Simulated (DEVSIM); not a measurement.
System: TaN/HfO2/p-Si capacitor, at 400 K.

```tsv
layer (left to right)	material	thickness (nm)	Na (cm⁻³)
1	HfO2	14.0	-
2	Si	350	2.7e18
```

Metal gate on the left, work function 4.4 eV. Fixed charge at the semiconductor interface 0 cm⁻² (in units of +e); no interface traps.

The device is made up for the run: typed textbook-type constants, with dimensions and the other settings drawn at random. Values at 300 K; Nc and Nv go as T^1.5, mobilities as T to minus their exponent, the gap by Varshni's rule with the affinity fixed.

| parameter | HfO2 | Si |
|---|---|---|
| gap (eV) | 5.7 | 1.124 |
| affinity (eV) | 2.5 | 4.05 |
| permittivity | 22 | 11.7 |
| Nc (cm⁻³) | - | 2.86e19 |
| Nv (cm⁻³) | - | 3.1e19 |
| Varshni α (eV/K) | - | 0.000473 |
| Varshni β (K) | - | 636 |

DEVSIM, 1D Poisson equation in equilibrium, Boltzmann statistics, complete ionisation; no quantum confinement or tunnelling. Metal contacts follow the ideal Schottky-Mott rule: no Fermi-level pinning, no interface dipoles.

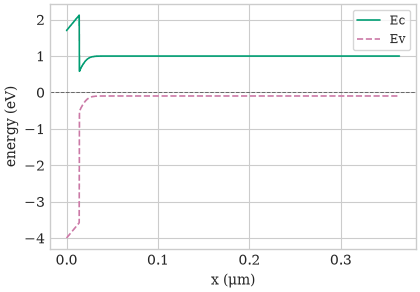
*Band edges at 0.2 V on the gate*

Energies count from the Fermi level of the right contact; mesh points crowd at the junctions.

```csv
x (μm),Ec (eV),Ev (eV),n (cm⁻³),p (cm⁻³),field (V/cm)
0.000,1.700,-4.000,< 1e2,< 1e2,300000
0.0009910,1.730,-3.970,< 1e2,< 1e2,300000
0.002570,1.778,-3.922,< 1e2,< 1e2,300000
0.005380,1.863,-3.837,< 1e2,< 1e2,300000
0.01005,2.005,-3.695,< 1e2,< 1e2,300000
0.01227,2.072,-3.628,< 1e2,< 1e2,300000
0.01351,2.110,-3.590,< 1e2,< 1e2,300000
0.01470,0.614,-0.483,8.2e11,4.0e13,540000
0.01638,0.698,-0.398,7.0e10,4.6e14,470000
0.01934,0.819,-0.277,2.1e9,1.5e16,350000
0.02517,0.954,-0.143,4.2e7,7.6e17,130000
0.04051,0.997,-0.099,1.2e7,2.7e18,920
0.06531,0.997,-0.099,1.2e7,2.7e18,≈ 0
0.1090,0.997,-0.099,1.2e7,2.7e18,≈ 0
0.2260,0.997,-0.099,1.2e7,2.7e18,≈ 0
0.2918,0.997,-0.099,1.2e7,2.7e18,≈ 0
0.3251,0.997,-0.099,1.2e7,2.7e18,≈ 0
0.3441,0.997,-0.099,1.2e7,2.7e18,≈ 0
0.3558,0.997,-0.099,1.2e7,2.7e18,≈ 0
0.3602,0.997,-0.099,1.2e7,2.7e18,≈ 0
0.3625,0.997,-0.099,1.2e7,2.7e18,≈ 0
0.3640,0.997,-0.099,1.2e7,2.7e18,≈ 0
```
